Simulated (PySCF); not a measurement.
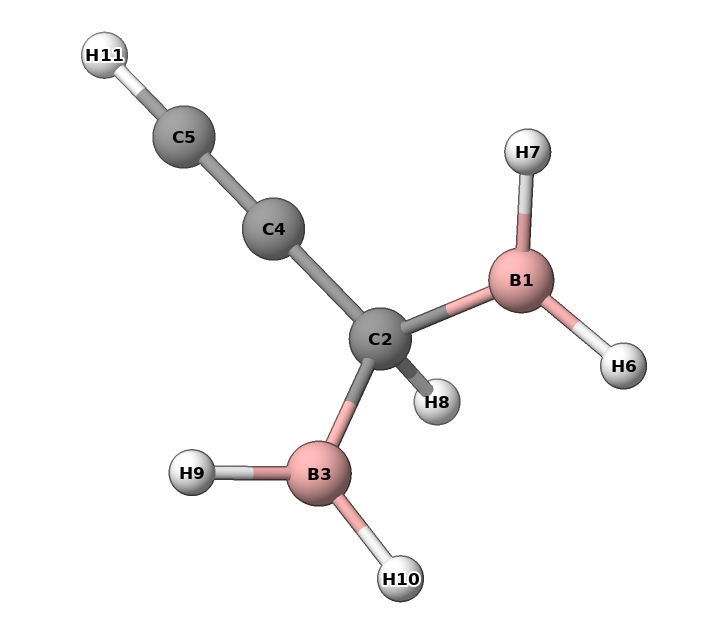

Computed geometry: PBE0-D3(BJ)/def2-SVP optimisation. No frequency run is at hand to confirm it as a minimum. Properties computed with delta-SCF UKS SCAN, pcX-2 on the ionised atom, pcseg-1 elsewhere, spin-free X2C (PySCF 2.14.0).

Give the core-electron binding energies (to vacuum) of B1 1s, C2 1s, C4 1s, C5 1s.

| atom | level | binding energy (eV) |
| --- | --- | --- |
| B1 | 1s | 196.1 |
| C2 | 1s | 291.1 |
| C4 | 1s | 290.7 |
| C5 | 1s | 290.0 |
